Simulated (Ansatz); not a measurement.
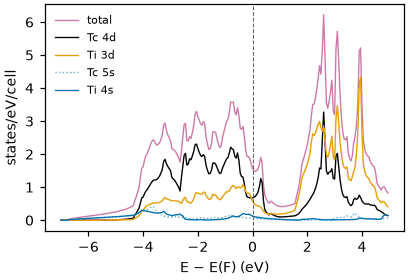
Total and projected density of states of TiTc (CsCl type, Pm-3m), DFT-r²SCAN in the program Ansatz with PAW potentials

### Question
Which orbitals carry the states next to the Fermi level?

### Answer
Within 0.5 eV of the Fermi level: Tc 4d 48 %, Ti 3d 34 %, Ti 4s 7 %, outside the projected shells 6 %. Projections are on Löwdin-orthogonalised atomic valence shells; empty p or d shells of many metals are not among them.

### Question
Where is the tallest occupied peak in this window, and what makes it?

### Answer
Near -0.8 eV, about 3.6 states/eV per cell; the largest projected share is Tc 4d.

The workflow started from an entry of the Crystallography Open Database (COD). Its standing as an ambient phase is unchecked. Symmetry was held in the r²SCAN relaxation; its stability against distortions is not shown here. No spin polarisation was allowed. Scalar-relativistic: spin–orbit coupling is off unless named, which matters more the heavier the elements.

Potentials: the later of the program's two PAW sets.
